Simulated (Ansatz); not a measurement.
# SiClO− (SMILES O=[Si-]Cl): functionals against CCSD(T) at one geometry

The atoms stand at a structure displaced at random from a GFN2-xTB minimum. How far do the functionals agree with CCSD(T) there?

Method: single points in def2-TZVPPD; program: Ansatz 0.2.0, Gaussian basis.

Correlated methods freeze the cores.

## 1. Starting geometry

SMILES `O=[Si-]Cl`, 3 atoms, charge -1, spin multiplicity 1.

Atoms are counted from 1 here; the program's logs count them from 0.

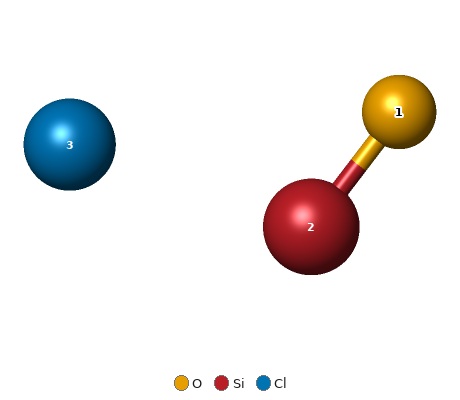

Start geometry, drawn with oxygen amber, silicon red, chlorine blue; atoms are numbered from 1 in the order of the file.

As a file:

```
atom     x (Å)     y (Å)     z (Å)
  O1   0.38520   1.46310   0.38940
 Si2   0.76860  -0.01030   0.42530
 Cl3  -1.16170  -1.42600  -0.79960
```

## 2. CCSD(T)/def2-TZVPPD

File run/in.yaml:

```yaml
crystal:
  periodic: [false, false, false]
  atoms:
    - {symbol: O, position_ang: [0.385200, 1.463100, 0.389400]}
    - {symbol: Si, position_ang: [0.768600, -0.010300, 0.425300]}
    - {symbol: Cl, position_ang: [-1.161700, -1.426000, -0.799600]}
basis:
  gaussian: {orbitals: "def2-TZVPPD.json"}
total_charge: -1
correlation: {method: ccsd_t}
output: {forces: true}
```

The basis file named in the input lies beside it (Basis Set Exchange, JSON).

No record of the launch command was kept for these runs.

## 3. PBE0-D4/def2-TZVPPD

run/in.yaml, as its differences from that of step 2:

```diff
@@ -9,3 +9,3 @@
 total_charge: -1
-correlation: {method: ccsd_t}
-output: {forces: true}
+hamiltonian: {xc: pbe0, dispersion: d4}
+output: {forces: true, orbitals: {seedname: orbitals}}
```

## 4. wB97M-V/def2-TZVPPD

run/in.yaml, as its differences from that of step 3:

```diff
@@ -9,3 +9,3 @@
 total_charge: -1
-hamiltonian: {xc: pbe0, dispersion: d4}
-output: {forces: true, orbitals: {seedname: orbitals}}
+hamiltonian: {xc: {name: wB97M-V}}
+output: {forces: true}
```

## 5. r2SCAN-D4/def2-TZVPPD

run/in.yaml, as its differences from that of step 4:

```diff
@@ -9,3 +9,3 @@
 total_charge: -1
-hamiltonian: {xc: {name: wB97M-V}}
+hamiltonian: {xc: r2scan, dispersion: d4}
 output: {forces: true}
```

## 6. PBE-D4/def2-TZVPPD

run/in.yaml, as its differences from that of step 5:

```diff
@@ -9,3 +9,3 @@
 total_charge: -1
-hamiltonian: {xc: r2scan, dispersion: d4}
+hamiltonian: {xc: pbe, dispersion: d4}
 output: {forces: true}
```

## 7. revPBE-D4/def2-TZVPPD

run/in.yaml, as its differences from that of step 6:

```diff
@@ -9,3 +9,3 @@
 total_charge: -1
-hamiltonian: {xc: pbe, dispersion: d4}
+hamiltonian: {xc: {name: revPBE}, dispersion: d4}
 output: {forces: true}
```

## 8. HSE06-D4/def2-TZVPPD

run/in.yaml, as its differences from that of step 7:

```diff
@@ -9,3 +9,3 @@
 total_charge: -1
-hamiltonian: {xc: {name: revPBE}, dispersion: d4}
+hamiltonian: {xc: hse06, dispersion: d4}
 output: {forces: true}
```

(Steps that only read results are left out.)

Q: Predict the outcome of this session. Wanted: RMS force component; RMS force error; HOMO and LUMO, PBE0-D4; T1 diagnostic.

**Answer**, as computed:

```
              quantity                                                                                              value
   RMS force component                                                               0.424 to 0.927 eV/Å over the methods
       RMS force error  PBE0-D4 0.278, wB97M-V 0.305, r2SCAN-D4 0.114, PBE-D4 0.230, revPBE-D4 0.327, HSE06-D4 0.268 eV/Å
HOMO and LUMO, PBE0-D4                                                                                  -2.15 and 3.02 eV
         T1 diagnostic                                                                                              0.019
```

**Reading.** The forces of r2SCAN-D4 come nearest to CCSD(T), those of revPBE-D4 are farthest. Frozen-core CCSD(T) forces in triple zeta carry basis errors of their own, and this is one geometry, so small gaps rank nothing.
